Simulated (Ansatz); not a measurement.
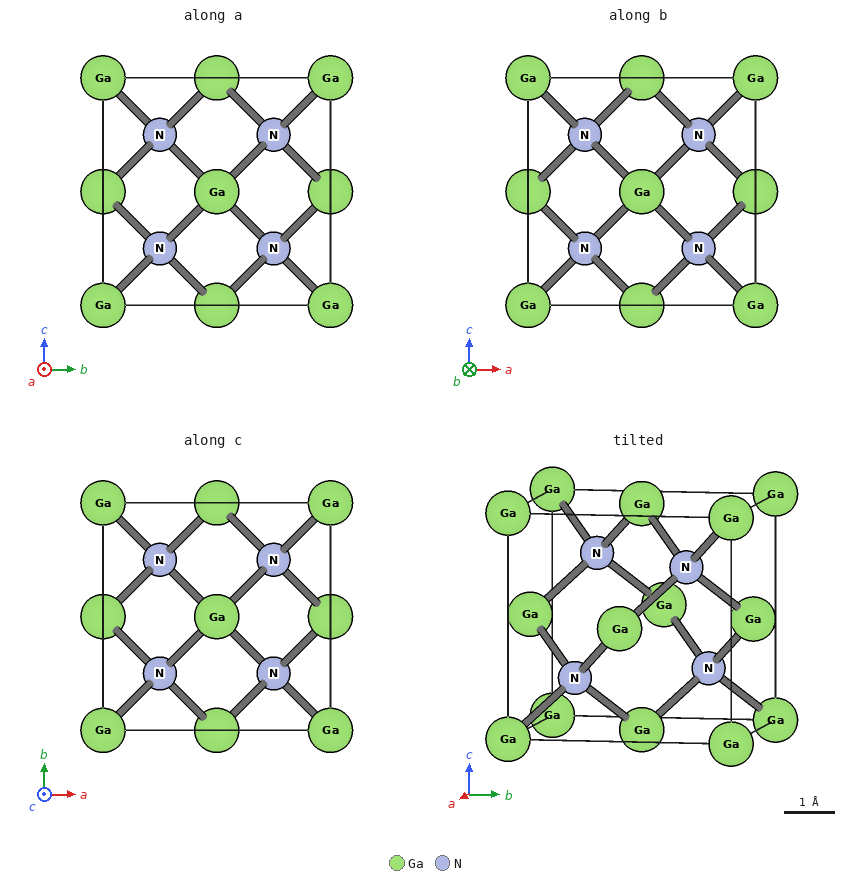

The figure gives a ball-and-stick picture of the atoms, viewed along the a axis, along the b axis, along the c axis and slightly off an axis. The frame is the conventional unit cell; atoms at its boundary are shown with their periodic copies.

Lattice parameters: a = 4.553 Å, b = 4.553 Å, c = 4.553 Å, α = 90.00°, β = 90.00°, γ = 90.00°.

Question: Convert the drawing into a table of Wyckoff sites.

Answer: Space group F-43m (No. 216).
```tsv
atom	site	x	y	z
Ga	4a	0.0000	0.0000	0.0000
N	4d	0.2500	0.2500	0.7500
```

Its origin is a structure type filled with these elements by a generator (whether the compound takes this form wasn't checked). Earlier steps of the study, as a rule a relaxation of our own, may have changed the cell and positions, so they can lie some per cent off the listed ones. An electronic-structure calculation with Ansatz was run on it.
